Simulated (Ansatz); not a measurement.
ClFH2O2Ti···HCl

Input file:

```
crystal:
  periodic: [false, false, false]
  atoms:
    - { symbol: Ti, position_ang: [0.0, 0.0, 0.0] }
    - { symbol: O, position_ang: [0.0, 0.0, 2.27] }
    - { symbol: H, position_ang: [-0.9095, -0.2814, 2.6071] }
    - { symbol: O, position_ang: [1.8106, 0.0, -0.6394] }
    - { symbol: H, position_ang: [2.1269, -0.9521, -0.756] }
    - { symbol: F, position_ang: [-0.8619, 1.4933, -0.6094] }
    - { symbol: Cl, position_ang: [-1.1163, -1.9339, -0.7892] }
    - { symbol: Cl, position_ang: [1.4003, 2.1117, 0.8419] }
    - { symbol: H, position_ang: [0.7292, 1.0997, 2.0419] }
basis:
  gaussian: { orbitals: def2-SVP }
hamiltonian:
  xc: hf
relax:
  f_tol: 0.15
  max_steps: 25
  restrain:
    - { distance: [0, 7], at: 3.57, k: 30.0 }
    - { distance: [8, 1], at: 2.21, k: 30.0 }
    - { distance: [0, 1], at: 1.92, k: 30.0 }
    - { distance: [8, 7], at: 1.37, k: 30.0 }
output:
  orbitals: {}
```

Run with:

```sh
ansatz run input.yaml --threads 2 --pin off --max-ram 3072MiB --backend cpu --events-out ev --progress --plain --runs-dir out
```

The fields are those of the run's last geometry, not of the input's.

Not at a stationary point (largest force 1.9 eV/Å).

These are results of RHF/def2-SVP in Ansatz 0.2.0, not measurements.

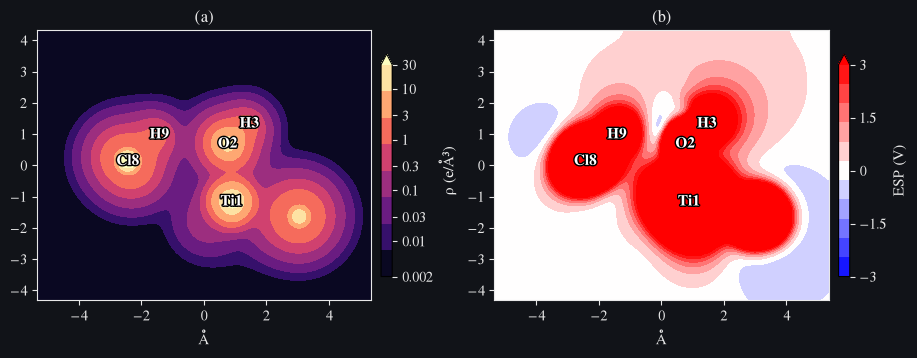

Figure 1. (a) electron density; (b) electrostatic potential on the plane of atoms Ti1, O2 and H3.

> Read the bonding off the picture.

Atoms in the plane: Ti, O, H and Cl. O2···H9 (2.21 Å): the density falls to about 0.11 e/Å³ on the way. O–H (0.95 Å): the density is about 3.8 e/Å³ at the midpoint. Ti–O (1.86 Å): ρ is about 0.87 e/Å³ halfway. Cl–H (1.32 Å): the density is about 1.8 e/Å³ at the midpoint. Outside the dense part of the complex the potential is most negative (−0.6 V) near Cl7, which lies off the plane.

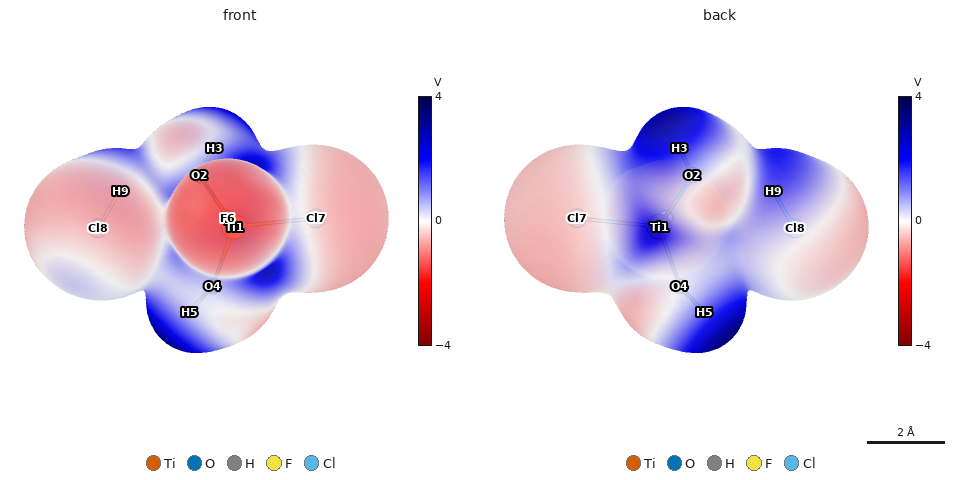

Figure 2. The electrostatic potential painted on the density surface at 0.002 e/bohr³, seen from the front and from behind; the colour scale runs from red (negative) to blue (positive).

> Describe the electrostatic potential map.

The most negative region (about −1.4 V) lies over F6, the most positive (about +3.3 V) over H5. Cl8 shows a σ-hole: about +0.4 V at the tip opposite its bond, against about −0.1 V on its flanks.

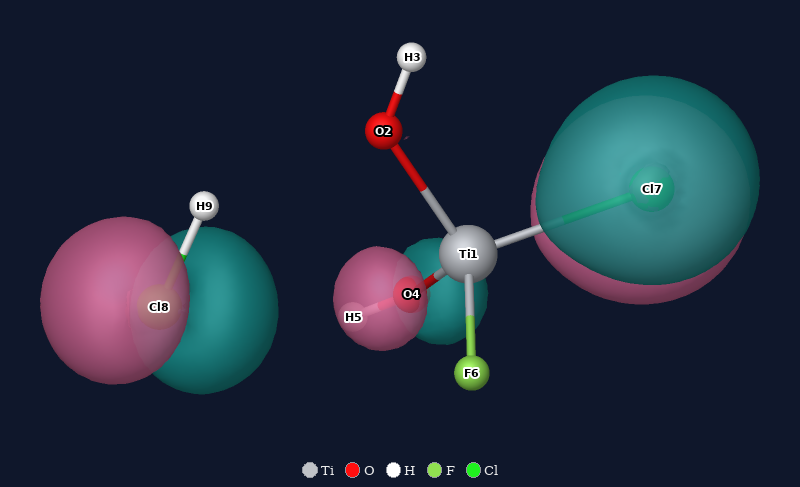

Figure 3. The HOMO at ±0.1 Å⁻³ᐟ² (teal and pink are the two phases), seen at an oblique angle.

> Where does this orbital lie, and at what energy?

By Hirshfeld shares it lies mainly on Cl7 (about 65 %), Cl8 (about 25 %) and O4 (about 5 %). Its energy is −12.61 eV.
